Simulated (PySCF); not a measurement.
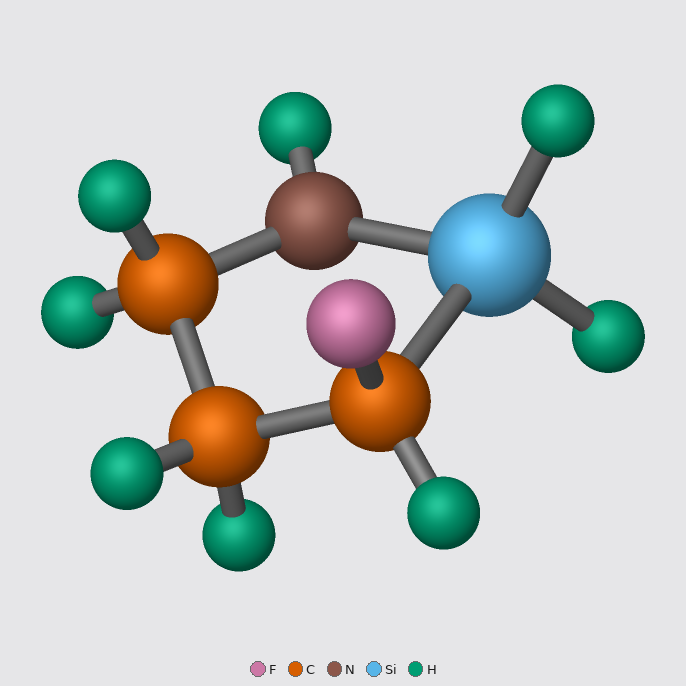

Source: calculation with PySCF.

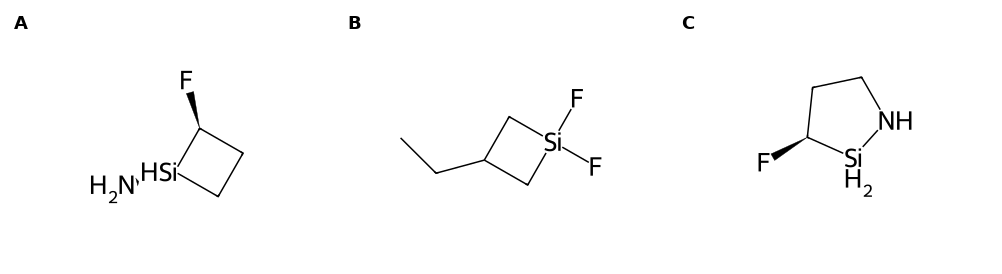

The first picture shows one of the molecules drawn in the second. Which?

C, `F[C@H]1CCN[SiH2]1`.
